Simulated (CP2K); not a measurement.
# MNDO run of CH8BSi− (SMILES [BH3-]C[SiH3])

What is the energy change on altering one bond length of CH8BSi− at MNDO? 

Program for the calculation: CP2K 2026.2.

3 further runs of the same task are left out: 1 that didn't finish, 2 set aside as unsound or not needed.

**1. The structure to begin with**

CH8BSi−: 11 atoms, total charge -1, spin state singlet. SMILES: `[BH3-]C[SiH3]`. Geometry: relaxed at GFN2-xTB.

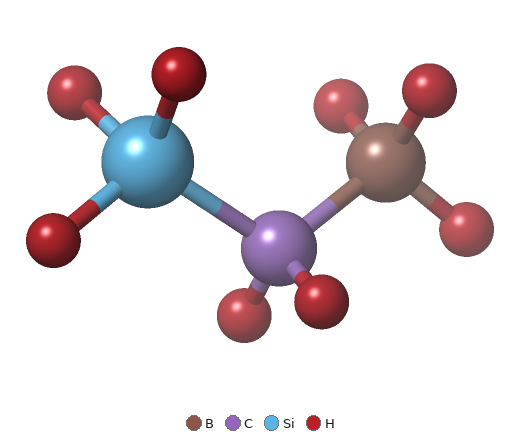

The structure, seen from a chosen angle (boron brown, carbon purple, silicon blue, hydrogen red).

**2. Energy and forces at MNDO**

molecule.xyz reads:

```xyz
11

B     -1.183330     0.937070    -0.285900
C     -0.291040    -0.469070    -0.462010
Si     1.265550    -0.549630     0.558470
H     -2.175380     0.869270    -1.001190
H     -0.512350     1.904440    -0.617510
H     -1.534420     1.068000     0.878180
H     -0.924090    -1.330490    -0.210850
H     -0.026960    -0.596510    -1.520130
H      1.063070    -0.502460     2.020050
H      2.272540     0.486700     0.256240
H      2.046400    -1.817320     0.384650
```

gas.inp reads:

```
&GLOBAL
  PROJECT gas
  RUN_TYPE ENERGY_FORCE
  PRINT_LEVEL MEDIUM
&END GLOBAL

&FORCE_EVAL
  METHOD Quickstep
  &DFT
    CHARGE -1
    MULTIPLICITY 1
    &QS
      METHOD MNDO
      EPS_DEFAULT 1.0E-10
      &SE
        &COULOMB
          CUTOFF [angstrom] 50
          RC_RANGE [angstrom] 0
        &END COULOMB
        &EXCHANGE
          CUTOFF [angstrom] 50
          RC_RANGE [angstrom] 0
        &END EXCHANGE
      &END SE
    &END QS
    &POISSON
      PERIODIC NONE
      POISSON_SOLVER ANALYTIC
    &END POISSON
    &SCF
      SCF_GUESS ATOMIC
      EPS_SCF 1.0E-07
      MAX_SCF 50
      &OT ON
        MINIMIZER CG
        PRECONDITIONER FULL_ALL
      &END OT
      &OUTER_SCF
        EPS_SCF 1.0E-07
        MAX_SCF 8
      &END OUTER_SCF
    &END SCF
    &PRINT
      &MOMENTS
        PERIODIC F
        REFERENCE COM
        MAX_MOMENT 1
      &END MOMENTS
      &MO_CUBES
        NLUMO 1
        NHOMO -1
        WRITE_CUBE F
      &END MO_CUBES
      &HIRSHFELD OFF
      &END HIRSHFELD
    &END PRINT
  &END DFT
  &SUBSYS
    &CELL
      ABC [angstrom] 20.4 19.7 19.5
      PERIODIC NONE
    &END CELL
    &TOPOLOGY
      COORD_FILE_NAME molecule.xyz
      COORD_FILE_FORMAT XYZ
      &CENTER_COORDINATES
      &END CENTER_COORDINATES
    &END TOPOLOGY
  &END SUBSYS
  &PRINT
    &FORCES ON
    &END FORCES
  &END PRINT
&END FORCE_EVAL
```

Launch:

```
$ OMP_NUM_THREADS=1 cp2k.psmp -i gas.inp > gas.out 2>&1
```

The program printed:

```text
CP2K| version string:                                       CP2K version 2026.2
[...]
 GLOBAL| Method name                                                        CP2K
[...]
 GLOBAL| Run type                                                   ENERGY_FORCE
[...]
                             - Atoms:                                         11
[...]
                             - Spherical basis functions:                     20
[...]
 Number of electrons:                                                         20
[...]
     1 OT CG       0.15E+00    0.0     0.33526759       -10.5170181298 -1.05E+01
[...]
     6 OT CG       0.37E+00    0.0     0.00000002       -14.7368854250 -5.76E-13
  *** SCF run converged in     6 steps ***
  Core-core repulsion energy [eV]:                            902.76469949562932
  Core Hamiltonian energy [eV]:                              -559.51116722114079
  Two-electron integral energy [eV]:                        -1488.52915684994264
  Electronic energy [eV]:                                   -1303.77574564611200
  Total energy [eV]:                                         -401.01104615048280
  Atomic reference energy [eV]:                               398.97627159208457
  Heat of formation [kcal/mol]:                               -46.92301974877542
[...]
 SE_DIPOLE| Moment [Debye]         -5.23605654       4.26623934      -1.18924603
 SE_DIPOLE| Derivative [a.u.]       0.00000000       0.00000000       0.00000000
 *** WARNING in qs_scf_post_se.F:140 :: Printing of MO cube files not ***
 *** implemented for Semi-Empirical method.                           ***
 ENERGY| Total FORCE_EVAL ( QS ) energy [hartree]            -14.736885425026369
 FORCES| Atomic forces [hartree/bohr]
 FORCES|   Atom     x               y               z               |f|
 FORCES|      1  1.45882990E-02 -2.17546780E-02 -2.16616025E-03   2.62826318E-02
 FORCES|      2  1.02933893E-02  3.32895302E-02  2.56369612E-02   4.32596863E-02
 FORCES|      3  1.94694298E-03  4.85154127E-03  4.31094287E-03   6.77585921E-03
 FORCES|      4  1.71016878E-02  2.64040230E-03  1.31126911E-02   2.17113362E-02
 FORCES|      5 -1.15190759E-02 -1.60173715E-02  5.95511255E-03   2.06084610E-02
 FORCES|      6  5.95823954E-03 -1.65822331E-03 -1.95452728E-02   2.05004393E-02
 FORCES|      7 -5.77727433E-03 -5.43608128E-03  3.30780033E-03   8.59473219E-03
 FORCES|      8  2.15146378E-03  9.93927129E-04 -8.38553028E-03   8.71400055E-03
 FORCES|      9  3.80058092E-03 -1.68253483E-03 -2.93815802E-02   2.96741065E-02
 FORCES|     10 -2.00632502E-02 -2.12221889E-02  5.35424110E-03   2.96914669E-02
 FORCES|     11 -1.84810029E-02  2.59956769E-02  1.80079447E-03   3.19462916E-02
 FORCES| Sum     4.44089210E-16  2.35922393E-16 -6.93889390E-17
 FORCES| Total atomic force                                       5.07631191E-16
[...]
```

Run time: 1.3 s. Hardware: 1 thread of Intel Xeon 6975P-C (Granite Rapids), shared host; peak memory 0.19 GiB.

**3. The distorted shape, same level**

molecule.xyz reads:

```xyz
11

B     -1.112461     0.920560    -0.797458
C     -0.220171    -0.485580    -0.973568
Si     1.336419    -0.566140     0.046912
H     -2.104511     0.852760    -1.512748
H     -0.441481     1.887930    -1.129068
H     -1.463551     1.051490     0.366622
H     -0.853221    -1.347000    -0.722408
H      0.043909    -0.613020    -2.031688
H      1.063070    -0.502460     2.020050
H      2.343409     0.470190    -0.255318
H      2.117269    -1.833830    -0.126908
```

molecule.inp reads:

```
&GLOBAL
    PROJECT_NAME molecule
    RUN_TYPE ENERGY_FORCE
    PRINT_LEVEL MEDIUM
&END GLOBAL

&FORCE_EVAL
    METHOD Quickstep
    &DFT
        CHARGE -1
        ! Quickstep
        &QS
            METHOD MNDO
            EPS_DEFAULT 1.0E-10
            &SE
                &COULOMB
                    CUTOFF [angstrom] 50
                    RC_RANGE [angstrom] 0
                &END COULOMB
                &EXCHANGE
                    CUTOFF [angstrom] 50
                    RC_RANGE [angstrom] 0
                &END EXCHANGE
            &END SE
        &END QS
        &POISSON
            PERIODIC NONE
            POISSON_SOLVER ANALYTIC
        &END POISSON
        &SCF
            SCF_GUESS ATOMIC
            EPS_SCF 1.0E-07
            MAX_SCF 50
            &OT
                MINIMIZER CG
                PRECONDITIONER FULL_ALL
            &END OT
            &OUTER_SCF
                EPS_SCF 1.0E-07
                MAX_SCF 8
            &END OUTER_SCF
        &END SCF
        &PRINT
            &MOMENTS
                PERIODIC F
                REFERENCE COM
                MAX_MOMENT 1
            &END MOMENTS
            &MO_CUBES
                NLUMO 1
                NHOMO -1
                WRITE_CUBE F
            &END MO_CUBES
            &HIRSHFELD OFF
            &END HIRSHFELD
        &END PRINT
    &END DFT
    ! atoms, cell and kinds
    &SUBSYS
        ! box in angstrom
        &CELL
            ABC 20.4 19.7 20.1
            PERIODIC NONE
        &END CELL
        &TOPOLOGY
            COORD_FILE_NAME molecule.xyz
            COORD_FILE_FORMAT XYZ
            &CENTER_COORDINATES
            &END CENTER_COORDINATES
        &END TOPOLOGY
    &END SUBSYS
    &PRINT
        &FORCES ON
        &END FORCES
    &END PRINT
&END FORCE_EVAL
```

Launch:

```
$ OMP_NUM_THREADS=1 cp2k.psmp molecule.inp > molecule.out
```

The program printed, cut to the lines that bear on the results:

```text
CP2K| version string:                                       CP2K version 2026.2
[...]
 GLOBAL| Method name                                                        CP2K
[...]
 GLOBAL| Run type                                                   ENERGY_FORCE
[...]
                             - Atoms:                                         11
[...]
                             - Spherical basis functions:                     20
[...]
 Number of electrons:                                                         20
[...]
     1 OT CG       0.15E+00    0.0     0.33381381       -10.5126036612 -1.05E+01
[...]
     6 OT CG       0.39E+00    0.0     0.00000004       -14.6718842880 -1.66E-12
  *** SCF run converged in     6 steps ***
  Core-core repulsion energy [eV]:                            890.35870140767247
  Core Hamiltonian energy [eV]:                              -558.15143305409379
  Two-electron integral energy [eV]:                        -1462.89908722554196
  Electronic energy [eV]:                                   -1289.60097666686488
  Total energy [eV]:                                         -399.24227525919230
  Atomic reference energy [eV]:                               398.97627159208457
  Heat of formation [kcal/mol]:                                -6.13419077480963
[...]
 SE_DIPOLE| Moment [Debye]         -5.40607178       4.29989717       0.27205533
 SE_DIPOLE| Derivative [a.u.]       0.00000000       0.00000000       0.00000000
 *** WARNING in qs_scf_post_se.F:140 :: Printing of MO cube files not ***
 *** implemented for Semi-Empirical method.                           ***
 ENERGY| Total FORCE_EVAL ( QS ) energy [hartree]            -14.671884287979683
[...]
```

Run time: 1.3 s. Hardware: 1 thread of Intel Xeon 6975P-C (Granite Rapids), shared host; peak memory 0.18 GiB.

**4. Results**

At MNDO:

```
                                                          quantity           value
                                         first shape: total energy    -14.73689 Eh
            first shape: heat of formation at this unrelaxed shape  -46.9 kcal/mol
                             first shape: largest force on an atom      2.225 eV/Å
                                     distorted shape: total energy    -14.67188 Eh
        distorted shape: heat of formation at this unrelaxed shape   -6.1 kcal/mol
                         distorted shape: largest force on an atom      4.108 eV/Å
energy change with the Si3–H9 bond stretched from 1.476 to 1.993 Å        1.769 eV
```

What this shows: With the Si3–H9 bond stretched from 1.476 to 1.993 Å the energy rises by 1.77 eV (41 kcal/mol). The first shape isn't relaxed at this level, so the change isn't measured from a minimum. The largest force (first shape) is 2.22 eV/Å: the shape isn't a stationary point for this species at this level.
